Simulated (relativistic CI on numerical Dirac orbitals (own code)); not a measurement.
# Se²⁺: one ion under different settings

Aim: see what numerical and physical settings do to the SCF, the total energy and the lowest levels of Se²⁺.

Method: Dirac-Coulomb-Breit CI, KLI orbitals optimised for each configuration, model QED (radiative potential, 1s self-energy scaled to tabulated hydrogen-like ionisation energies), numerical settings as typed. Code: relativistic CI on numerical Dirac orbitals (own code) version 3.

### 1 Starting point

```
ion            : Se²⁺ (Se III)
nuclear charge : 34
electrons      : 32
isotope        : A = 80
```

### 2 Usual settings

Settings, as recorded:

```ini
atom Se  Z=34  charge=2  electrons=32
nucleus A=80  rms_radius_fm=4.1400
hamiltonian dirac-coulomb  breit=on  qed=on  c_scale=1
orbitals kli  potential=per-configuration
slater_scale 1
correlation none
mixing on
grid step=0.0125 r_max=49.7
scf mixing=0.4 start=green max_iterations=150 tolerance=2e-08 node_fill=0.05
configurations
  [Ar] 3d10 4s2 4p2
  [Ar] 3d10 4s 4p3
  [Ar] 3d10 4s2 4p 4d
end
```

Command:

```console
python run_levels.py task.json out
```

task.json lists these runs, among others, and the program works through them in turn.

### 3 Grid step 0.008

Changes to the settings of step 2:

```diff
@@ -7,3 +7,3 @@
 mixing on
-grid step=0.0125 r_max=49.7
+grid step=0.008 r_max=49.7
 scf mixing=0.4 start=green max_iterations=150 tolerance=2e-08 node_fill=0.05
```

### 4 Slater scale 0.6

Changes to the settings of step 3:

```diff
@@ -4,6 +4,6 @@
 orbitals kli  potential=per-configuration
-slater_scale 1
+slater_scale 0.6
 correlation none
 mixing on
-grid step=0.008 r_max=49.7
+grid step=0.0125 r_max=49.7
 scf mixing=0.4 start=green max_iterations=150 tolerance=2e-08 node_fill=0.05
```

### 5 End of the grid 74.55

Changes to the settings of step 4:

```diff
@@ -4,6 +4,6 @@
 orbitals kli  potential=per-configuration
-slater_scale 0.6
+slater_scale 1
 correlation none
 mixing on
-grid step=0.0125 r_max=49.7
+grid step=0.0125 r_max=74.55
 scf mixing=0.4 start=green max_iterations=150 tolerance=2e-08 node_fill=0.05
```

### 6 Slater scale 0.6, start potential thomas-fermi, grid step 0.008

Settings, as recorded:

```ini
atom Se  Z=34  charge=2  electrons=32
nucleus A=80  rms_radius_fm=4.1400
hamiltonian dirac-coulomb  breit=on  qed=on  c_scale=1
orbitals kli  potential=per-configuration
slater_scale 0.6
correlation none
mixing on
grid step=0.008 r_max=49.7
scf mixing=0.4 start=thomas-fermi max_iterations=150 tolerance=2e-08 node_fill=0.05
configurations
  [Ar] 3d10 4s2 4p2
  [Ar] 3d10 4s 4p3
  [Ar] 3d10 4s2 4p 4d
end
```

### 7 Node fill 50

Settings, as recorded:

```ini
atom Se  Z=34  charge=2  electrons=32
nucleus A=80  rms_radius_fm=4.1400
hamiltonian dirac-coulomb  breit=on  qed=on  c_scale=1
orbitals kli  potential=per-configuration
slater_scale 1
correlation none
mixing on
grid step=0.0125 r_max=49.7
scf mixing=0.4 start=green max_iterations=94 tolerance=2e-08 node_fill=50
configurations
  [Ar] 3d10 4s2 4p2
  [Ar] 3d10 4s 4p3
  [Ar] 3d10 4s2 4p 4d
end
```

### 8 Slater scale 2

Settings, as recorded:

```ini
atom Se  Z=34  charge=2  electrons=32
nucleus A=80  rms_radius_fm=4.1400
hamiltonian dirac-coulomb  breit=on  qed=on  c_scale=1
orbitals kli  potential=per-configuration
slater_scale 2
correlation none
mixing on
grid step=0.0125 r_max=49.7
scf mixing=0.4 start=green max_iterations=54 tolerance=2e-08 node_fill=0.05
configurations
  [Ar] 3d10 4s2 4p2
  [Ar] 3d10 4s 4p3
  [Ar] 3d10 4s2 4p 4d
end
```

(Steps that only read results are left out.)

Q: Predict the outcome of this session. Wanted: lowest level, usual settings; total energy; first excitation.

The runs gave:

| setting | total energy less usual (Ha) | largest shift of a level among the lowest eight of both runs, same label and place (cm⁻¹) | SCF iterations | time | lowest level | kind of change |
| --- | --- | --- | --- | --- | --- | --- |
| usual | 0 | 0 | 34 | 0.19 s | 4p2 3P0 | - |
| grid step 0.008 | -4.93e-05 | 0 | 35 | 0.27 s | 4p2 3P0 | numerical |
| Slater scale 0.6 | 0.0105 | 19300 | 34 | 0.17 s | 4p2 3P0 | model term |
| end of the grid 74.55 | 0 | 0 | 34 | 0.17 s | 4p2 3P0 | numerical |
| Slater scale 0.6, start potential thomas-fermi, grid step 0.008 | 0.0104 | 19300 | 33 | 0.25 s | 4p2 3P0 | model term |
| node fill 50 | 0.573 | 4470 | 39 | 0.18 s | 4p2 3P0 | unsound |
| Slater scale 2 | -0.0278 | 48100 | 34 | 0.17 s | 4p2 3P0 | unsound |

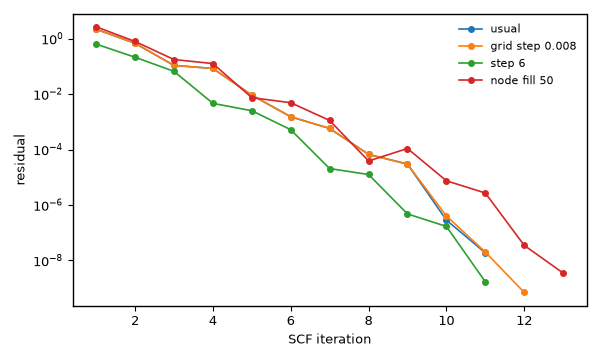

Residual of the first configuration's SCF.

```
                    quantity          value
lowest level, usual settings        4p2 3P0
                total energy  -2425.5784 Ha
            first excitation    1643.9 cm⁻¹
```

What this shows: Among the runs whose levels can be followed, they move most under «Slater scale 2» (unsound), by up to 48100 cm⁻¹. No visible change in the result comes from «end of the grid 74.55». Only the listed configurations are in the model. Near neutrality, missing correlation can shift configurations against each other by thousands of cm⁻¹.
